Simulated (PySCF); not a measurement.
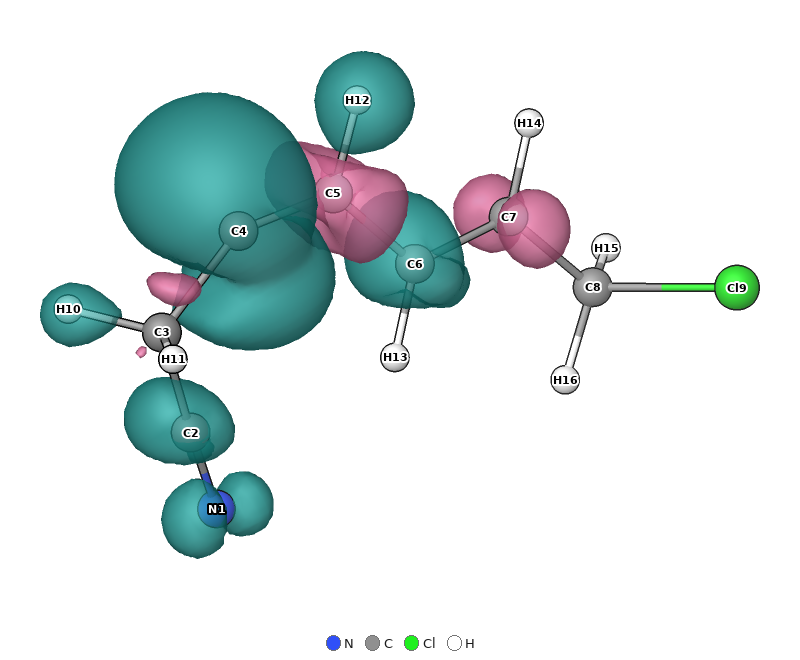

C7H7ClN (SMILES N#CC/[C]=C\C=C\CCl) (doublet). Isosurfaces of the spin density at +0.015 (teal) and −0.015 e/Å³ (pink), seen at a tilt.

Geometry: GFN2-xTB.

Level of theory: UKS B3LYP, pcH-1 on C Cl H N, non-relativistic, mean-field spin-orbit, GIAO in PySCF.

```tsv
atom	x (Å)	y (Å)	z (Å)
N	-2.4973	1.3775	-1.1013
C	-2.6434	0.7731	-0.1409
C	-2.7632	0.0075	1.0821
C	-1.4451	-0.3782	1.5805
C	-0.1706	-0.4627	1.3266
C	0.5103	-0.0845	0.0894
C	1.8280	-0.1863	-0.0676
C	2.5299	0.1844	-1.3205
Cl	3.2561	-1.2903	-2.0602
H	-3.2873	0.6222	1.8243
H	-3.3676	-0.8854	0.8845
H	0.4892	-0.8599	2.0932
H	-0.1137	0.3006	-0.7040
H	2.4526	-0.5783	0.7238
H	3.3631	0.8624	-1.1337
H	1.8518	0.6069	-2.0608
```

Q: Describe the spin distribution.

A: The unpaired spin (1 electron) lies mostly on C4 (about 0.7) and C3 (about 0.1), in electrons by Hirshfeld's partition.
